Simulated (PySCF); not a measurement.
# C6H4, triplet, SMILES `[c]1cc[c]cc1`: electronic structure

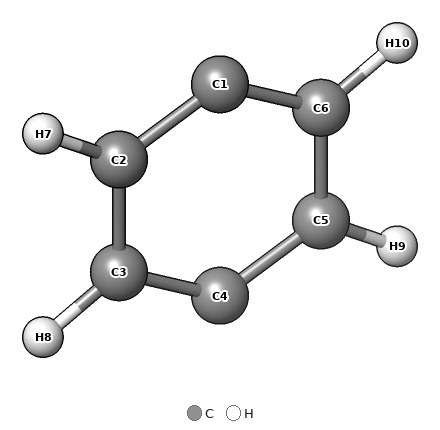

The molecule, with its atoms numbered as below. No frequency check shows the geometry to be a minimum.

Geometry (Å), atoms numbered from 1:

```
C1       0.0000    1.3091    0.0000
C2      -1.2251    0.6980    0.0000
C3      -1.2251   -0.6980    0.0000
C4       0.0000   -1.3091    0.0000
C5       1.2251   -0.6980    0.0000
C6       1.2251    0.6980    0.0000
H7      -2.1475    1.2605    0.0000
H8      -2.1475   -1.2605    0.0000
H9       2.1475   -1.2605    0.0000
H10      2.1475    1.2605    0.0000
```

## 1. Bonding charge

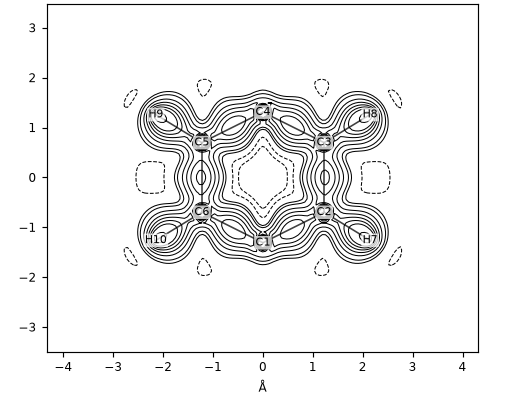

Deformation density (molecule less spherical, spin-averaged free atoms) in the molecular plane; contours at ±0.05 to ±0.8 e/Å³; solid lines: gain, dashed lines: loss.

Level of theory: r2SCAN/aug-cc-pVDZ (PySCF), at a geometry from GFN2-xTB. The stability of the open-shell solution wasn't checked. GFN2-xTB doesn't know the spin state, so this open-shell geometry is rough.

How much density has each bond in this plane gained at its critical point, relative to the free atoms?

Answer. C2–H7, C3–H8, C5–H9 and C6–H10: +0.69 e/Å³ at the bond critical point (bond length 1.08 Å). C1–C2, C3–C4, C4–C5 and C1–C6: +0.59 e/Å³ at the bond critical point (bond length 1.37 Å). C2–C3 and C5–C6: +0.53 e/Å³ at the bond critical point (bond length 1.40 Å). In all, 2.2 electrons gather in the regions of gain relative to the promolecule.

## 2. Bond critical points

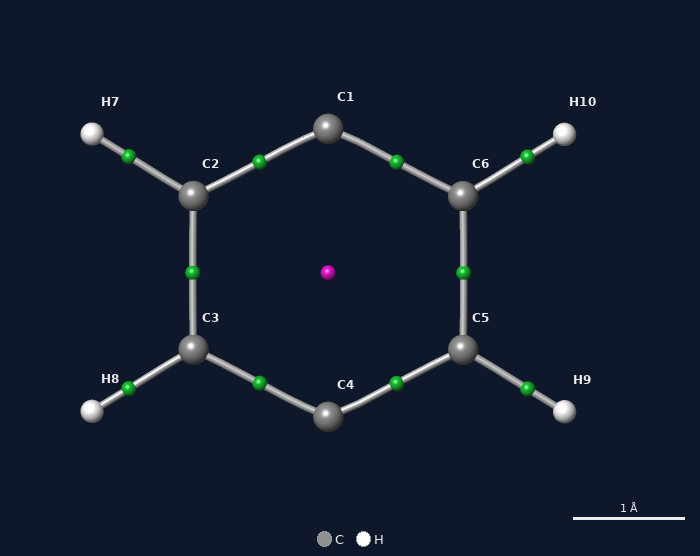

Molecular graph of the electron density (QTAIM): bond paths, bond critical points (green), ring points (magenta, if any); weak paths are dashed.

How many critical points of each kind are there, and does the count close?

Answer. 10 nuclei, 10 bond, 1 ring and 0 cage critical points: 10 − 10 + 1 − 0 = 1, as the Poincaré–Hopf relation requires.

What does the calculation give at each kind of bond critical point?

Answer.
| bond | length (Å) | ρ (a.u.) | ∇²ρ (a.u.) | ε | H (a.u.) |
| --- | --- | --- | --- | --- | --- |
| C1–C2 (4 alike) | 1.369 | 0.314 | −0.77 | 0.18 | −0.307 |
| C2–C3 (2 alike) | 1.396 | 0.296 | −0.68 | 0.19 | −0.274 |
| C2–H7 (4 alike) | 1.080 | 0.281 | −1.05 | 0.02 | −0.304 |

What kind of interaction is C2–H7?

Answer. Shared-shell (covalent): ρ = 0.281, ∇²ρ = −1.05, H = −0.304 a.u.

## 3. Electrostatic potential

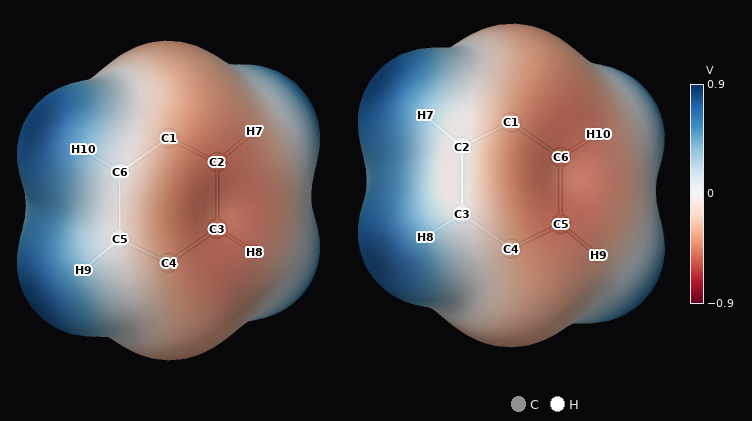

Electrostatic potential on the surface of electron density 0.001 a.u. (back view left, front view right).

Where are the extremes of the potential on the surface?

Answer. Highest: 0.84 V, 1.3 Å from H7, and at like points elsewhere. Lowest: −0.51 V, off the molecular plane, over C1 (2.1 Å), and at like points elsewhere. The surface is sampled at points, so like sites can differ by a few per cent and only the strongest of them is named.

## 4. Spin density

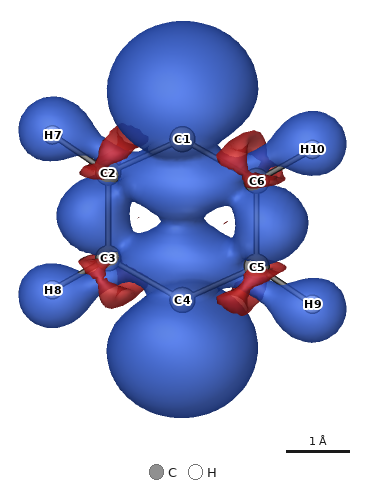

Spin density ρα − ρβ at ±0.01 e/Å³ (blue: excess α, red: excess β).

Give the atomic spin populations that go with this picture.

Answer. Hirshfeld spin populations: C1 and C4 +0.78 and C2, C3, C5 and C6 +0.09. ⟨S²⟩ = 2.01, against 2.00 for a pure state. The picture also shows regions of β spin from spin polarisation; the Hirshfeld sums, whose atoms overlap, net them against the α spin of neighbours.
